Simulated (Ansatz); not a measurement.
## Electronic structure of C2H2Al (doublet) in real space

Input file:

```
crystal:
  periodic: [false, false, false]
  atoms:
    - symbol: C
      position_ang: [-1.009151, 1.376319, 0.555854]
    - symbol: C
      position_ang: [-1.251921, 0.994924, 1.782148]
    - symbol: Al
      position_ang: [-0.643355, 1.947192, -1.282857]
    - symbol: H
      position_ang: [-0.559197, 0.369806, 2.349286]
    - symbol: H
      position_ang: [-2.162280, 1.278013, 2.314488]
basis:
  gaussian: {orbitals: def2-TZVPD}
magnetization: {spin_polarized: true, initial_magnetization: 1}
hamiltonian: {xc: pbe0}
output: {forces: true, orbitals: {seedname: orbitals}}
```

Command:

```sh
ansatz run input.yaml --threads 2 --pin off --max-ram 4350MiB --events-out events.jsonl --progress --plain --runs-dir runs
```

Geometry: B3LYP-D4/def2-TZVP.

Theory: Ansatz 0.2.0, isolated molecule in a Gaussian basis; Kohn-Sham density functional theory, functional PBE0.

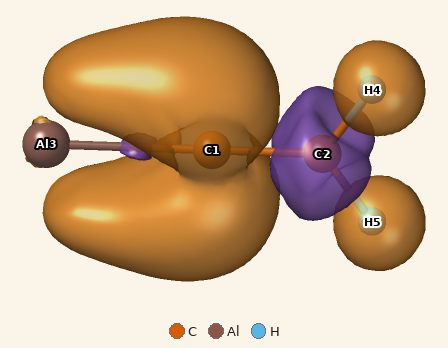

Figure 1. Isosurfaces of the spin density at +0.02 (orange) and −0.02 e/Å³ (purple), seen at a tilt.

**Describe the spin distribution.**

The unpaired spin (1 electron) lies mostly on C1 (about 0.7) and Al3 (about 0.2), in electrons by Hirshfeld's partition.

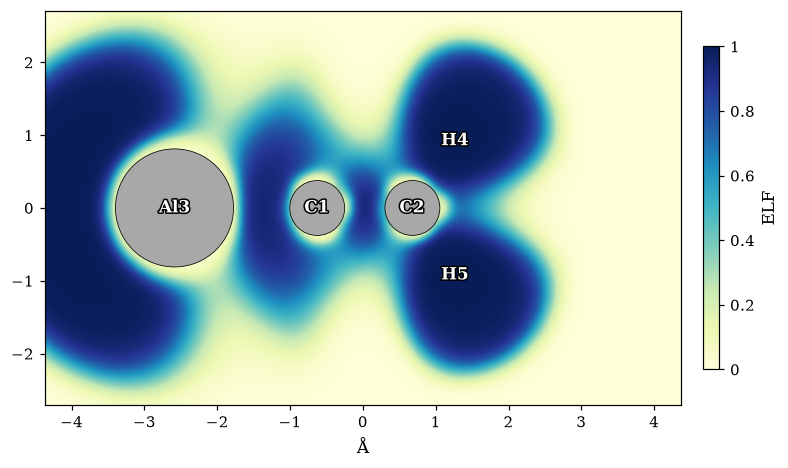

Figure 2. Electron localisation function on the molecular plane. Grey discs cover the atomic cores.

**Interpret the plot.**

Atoms in the plane: C, Al and H.
C–C (1.31 Å): the ELF peaks at about 0.95 between the atoms (a multiple bond).
C–Al (1.96 Å): the ELF peaks at about 0.95 in the valence shell of C, 0.7 Å from its nucleus, and is about 0.80 at the midpoint.
C–H (1.09 Å): the ELF climbs to about 1 towards the hydrogen, as it does in any bond to H; a covalent bond by its length.

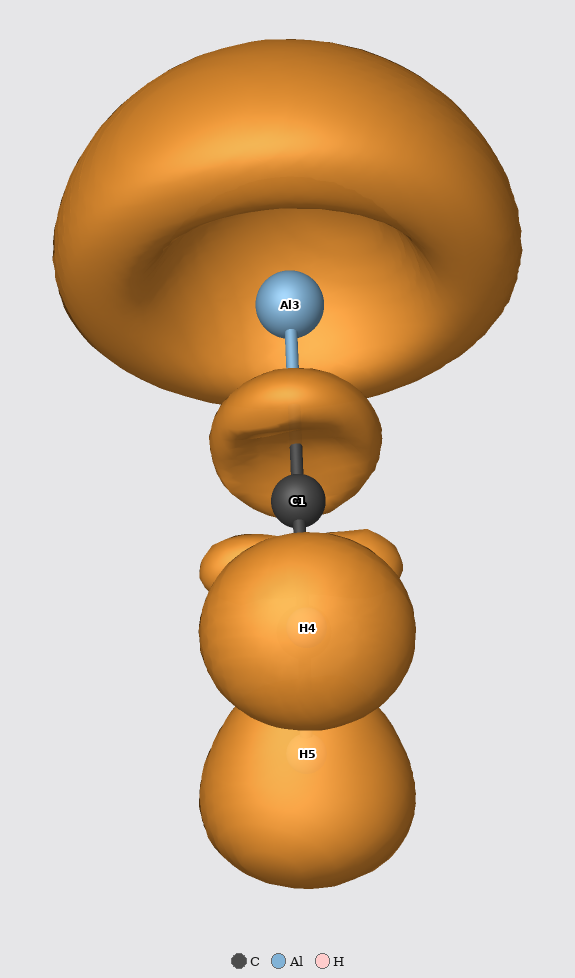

Figure 3. Isosurface of the electron localisation function at 0.85 (orange), seen at an oblique angle. Only the valence region is drawn (cores and ρ < 0.01 e/Å³ removed).

**Describe the localisation domains.**

The ELF exceeds this value in one region between bonded C–C atoms (shared pairs), two regions around hydrogen nuclei, one lobe of the valence shell of C pointing towards Al (polar bonds) and one lobe on Al, pointing away from the bonds (non-bonding electrons).
